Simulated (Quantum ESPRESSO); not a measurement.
Computed C K edges (Quantum ESPRESSO XSpectra, LDA, excited-electron core hole (neutral cell), supercells with 5.9 to 6.1 Å between holes, Lorentzian half width 0.4 eV up to 4 eV, rising linearly to 1.75 eV at 25 eV (folded afterwards from narrower runs), without spin-orbit coupling) of these absorbers are given in random order:
A. LuC2 (Immm): 1 C at 1.31 Å, 2 Lu at 2.45 Å and 2 Lu at 2.52 Å (5-fold, site symmetry m2m)
B. LuC2 (I4/mmm): 1 C at 1.31 Å, 1 Lu at 2.38 Å and 4 Lu at 2.60 Å (6-fold, site symmetry 4mm)

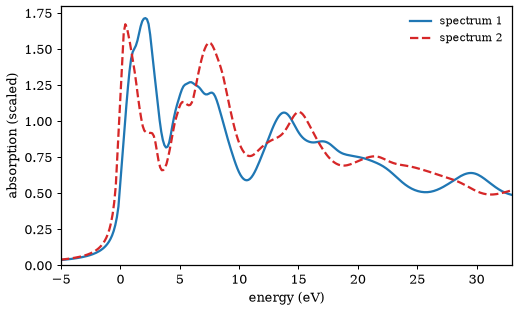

Energy from 279.4 eV of photon energy (total-energy differences, less 6.7 eV, the free-atom term for the hole's spin); mean of 1 over the first 20 eV. In the free atom LDA prices this hole about 3 eV below PBE, which is itself good to a few eV.

Question: Which spectrum belongs to which crystal?

Spectrum 1 is B (rising edge 279.5 eV, maxima 1.9 eV (1.72) and 5.8 eV (1.27) above its zero). Spectrum 2 is A (rising edge 279.1 eV, maxima 0.4 eV (1.67) and 7.5 eV (1.55) above its zero). After the best relative shift (up to 4 eV allowed) the shapes differ by 23 % r.m.s. (of the curve's own r.m.s. level). Between 0 and 20 eV on the axis shown, they part most near 2.2 eV, where LuC2 (I4/mmm) is higher by 0.8. The rising edges span 0.4 eV, lowest for LuC2 (Immm). The computed edges of the forms differ. How much of a difference is left by the finite cells wasn't tested for these crystals.

Lanthanide 4f electrons are frozen in the core. Lifetime broadening is put in by hand, and intensities beyond about 20 eV depend on it. All cells keep the holes under 6.5 Å apart, so shapes are probably not fully converged. The structures are entries of the Materials Project (computed), used as given.

[Hosts, paths, dates, database ids (printed as entryN), source tags and the programs' standing remarks are cut or masked in the printed files.]
